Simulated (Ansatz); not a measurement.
The calculation's input:

```
crystal:
  periodic: [false, false, false]
  atoms:
    - { symbol: O, position_ang: [-1.72299, 1.00895, -0.14187] }
    - { symbol: Al, position_ang: [-0.15623, 0.51997, -0.21588] }
    - { symbol: B, position_ang: [0.73077, -1.2389, 0.45188] }
    - { symbol: Cl, position_ang: [2.2946, -0.83327, -0.07049] }
    - { symbol: H, position_ang: [-2.61248, 1.3346, -0.1237] }
    - { symbol: H, position_ang: [0.8473, 1.49261, -0.88371] }
    - { symbol: H, position_ang: [0.61904, -2.28396, 0.98377] }
basis:
  gaussian: { orbitals: def2-SVP }
hamiltonian:
  xc: pbe0
  dispersion: d4
relax:
  f_tol: 0.015
  max_steps: 40
output:
  orbitals: {}
```

Launched as:

```sh
ansatz run input.yaml --threads 1 --pin off --max-ram 2048MiB --backend cpu --events-out ev --progress --plain --runs-dir out
```

The fields are those of the relaxed geometry.

Computed with Ansatz, RKS PBE0-D4/def2-SVP.

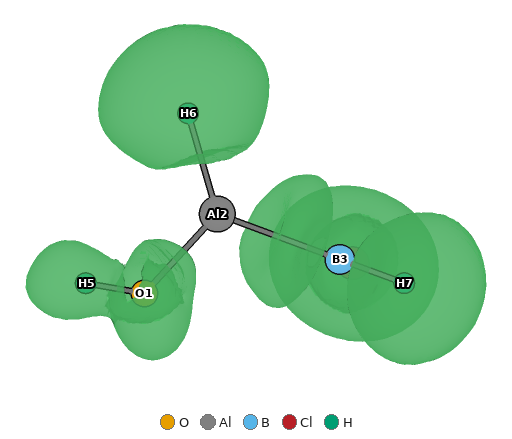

AlBClH$_{3}$O (SMILES [OH][AlH][BH]Cl). Isosurface of the ELF at 0.8 (green), seen at a tilt. Core shells and regions of very low density are left out.

**What do the ELF domains correspond to?**

At this value the surface marks out one region between bonded Al–B atoms (shared pairs), two regions around hydrogen nuclei, one region on Cl in which the atom's valence shell and bonds are merged and one joined region spread over several atoms (H, O), in which their bonds and any lone pairs are merged. Along the contacts the grid gives the following. Al–O (1.71 Å): the ELF peaks at about 0.85 in the valence shell of O, 0.6 Å from its nucleus, and is about 0.40 at the midpoint. B–Cl (1.76 Å): the ELF peaks at about 0.90 between the atoms: a shared but strongly polarised pair.
